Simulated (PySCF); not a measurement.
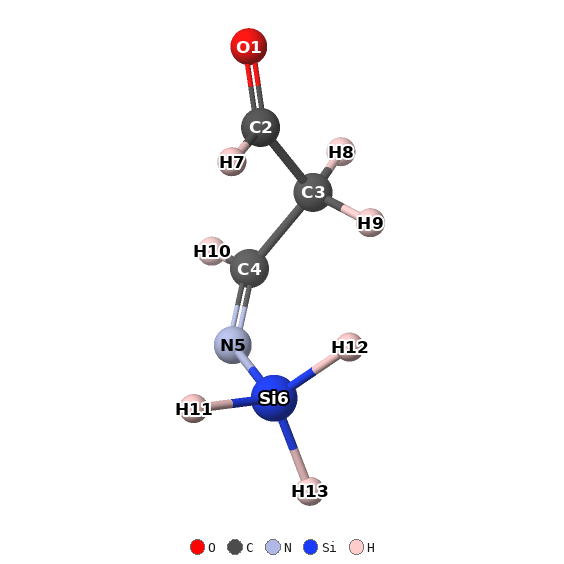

Computed geometry: PBE0-D3(BJ)/def2-SVP optimisation. No frequency run is at hand to confirm it as a minimum. Level of theory: B3LYP/def2-TZVP indirect spin-spin coupling, non-relativistic, gas phase (PySCF 2.14.0). Isotopes: 13C, 1H, 15N, 17O, 29Si.

Give the spin–spin coupling constants of these pairs, with the number of bonds between them: C4/N5, N5/Si6, Si6/H13, Si6/H11, C3/N5, C3/Si6, N5/H8, N5/H9, Si6/H10.

```csv
pair,bonds apart,J (Hz)
"C4, N5",1,−7.9
"N5, Si6",1,−5.4
"Si6, H13",1,−192.4
"Si6, H11",1,−189.2
"C3, N5",2,3.1
"C3, Si6",3,−7.7
"N5, H8",3,−1.7
"N5, H9",3,−1.4
"Si6, H10",3,−18.2
```
